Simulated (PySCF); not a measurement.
C$_{4}$H$_{9}$BO (SMILES COBC1CC1)

```tsv
atom	x (Å)	y (Å)	z (Å)
C	2.5559	0.1969	0.1251
O	1.1616	0.0775	0.0498
B	0.4554	0.1216	-1.0800
C	-1.0966	-0.0300	-0.9706
C	-1.7025	-0.9315	0.0855
C	-1.8366	0.5402	0.2220
H	2.9628	-0.7078	0.5843
H	3.0065	0.3353	-0.8621
H	2.8034	1.0536	0.7575
H	0.9848	0.2704	-2.1302
H	-1.6551	0.0056	-1.8999
H	-1.0218	-1.4423	0.7487
H	-2.5737	-1.5102	-0.1844
H	-2.8015	0.9937	0.0487
H	-1.2469	1.0349	0.9779
```

Geometry: GFN2-xTB.

Method: PySCF, PBE0/def2-SVPD, SCF density, gas phase.

Question: Predict the electron density and electron localisation function between the atoms.

Answer: B–O (1.33 Å): ρ at the midpoint is about 2.2 e/Å³; the ELF peaks at about 0.90 between the atoms: a short, strongly polar bond.
C–O (1.40 Å): the density is about 2.1 e/Å³ at the midpoint, with its minimum of 1.7 e/Å³ about 0.5 Å from C; the ELF peaks at about 0.90 between the atoms: a shared but strongly polarised pair.
C–B (1.56 Å): the density is about 1.4 e/Å³ at the midpoint; the ELF peaks at about 1 between the atoms, as expected for a shared electron pair.
C–H (1.09 Å): the density is about 2 e/Å³ at the midpoint; the ELF climbs to about 1 towards the hydrogen, as it does in any bond to H: a covalent bond by its length.

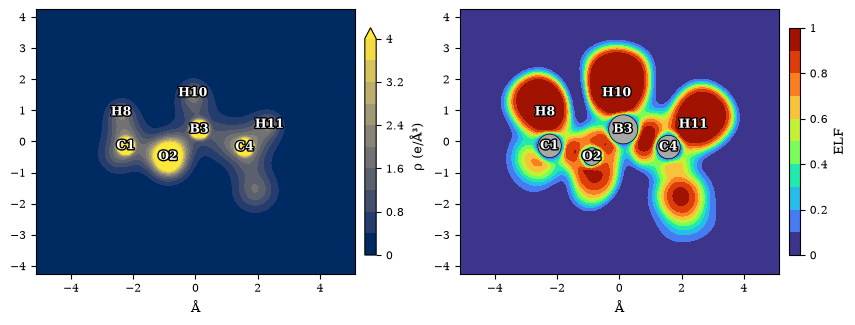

Computed electron density and electron localisation function on the plane of atoms O2, B3 and C4, in this order. Grey discs cover the atomic cores in the ELF map. 
